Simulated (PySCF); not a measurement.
```xyz
4

Cl   -0.8079    1.7739    0.0193
Ga    0.3229   -0.1032   -0.0309
Cl    2.2562   -0.7970   -0.0457
Cl   -1.7282   -0.8592   -0.0398
```

Geometry: PBE0-D3(BJ)/def2-SVP.

Method: DFT single point, gas phase, functional wB97X in PySCF.

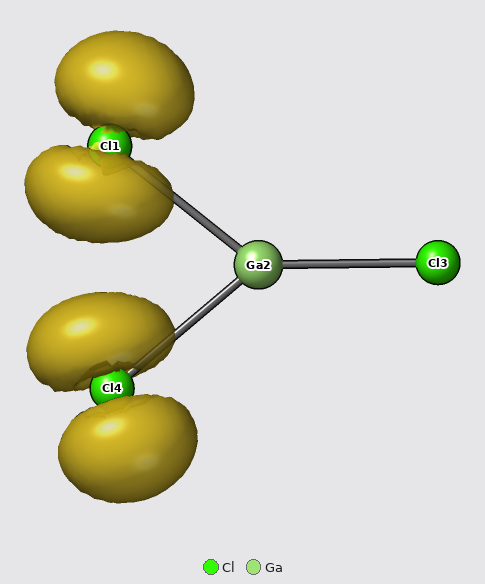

Cl₃Ga (SMILES [Cl][Ga]([Cl])[Cl+]) (charge +1, doublet). Isosurfaces of the spin density at +0.04 (yellow) and −0.04 e/Å³ (cyan), seen across its widest extent.

Where is the unpaired spin?

Answer. The unpaired spin (1 electron) lies mostly on Cl1 (about 0.5) and Cl4 (about 0.5), in electrons by Hirshfeld's partition.
